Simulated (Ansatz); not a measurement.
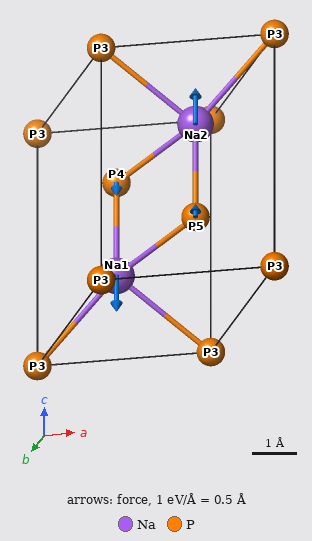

Starting geometry of a crystal of Na2P3 (built on the A-type sesquioxide_164 type) (coarse preliminary run) with the computed forces as blue arrows. The picture is a ball-and-stick view of the cell of the calculation, seen from a free direction.

Case: A-type sesquioxide type (P-3m1, No. 164).

The calculation used DFT PBE, scalar-relativistic, plane waves, PAW in Ansatz. (plane-wave cutoff 420 eV; k-point mesh 6 × 6 × 4; occupations gaussian; smearing width 0.1 eV; no spin polarisation; cell and atoms relaxed; force threshold 0.04 eV/Å; at most 70 steps)

Question: What follows when this structure is relaxed?

Answer: It isn't relaxed: the largest force vector, on Na atoms, is 1.97 eV/Å. The final displacements follow the starting forces only in part (cosine between the two patterns 0.74). The largest moves relative to the cell, 0.92 Å, are those of P4 and P5. P4 goes along −c. Largest moves by element: P 0.92 Å, Na 0.49 Å. The drawn cell changes as follows: a = b 4.073 → 3.409 Å (−16.3 %), c 6.337 → 10.212 Å (+61.1 %); the volume changes by +12.8 %. Near-neighbour distances that change, for instance: Na1–P4 2.535 → 3.656 Å, Na1–P5 2.453 → 3.203 Å, P4–P5 2.985 → 2.269 Å. Bond angles that change, for instance: Na1–P5–Na1 112.3° → 64.3°, P5–Na1–P5 112.3° → 64.3°, P3–Na1–P5 75.9° → 110.5°. The space group stays P-3m1 (No. 164). The energy falls by 834 meV per atom in 25 accepted moves (28 points after the start). The largest force component goes from 2 to 0.037 eV/Å. The pressure goes from 9.11 to 0.04 GPa. At 3 points the geometry stayed and the basis and grid were re-selected for the new cell (energy shift of 74.2 meV per atom at most each time).
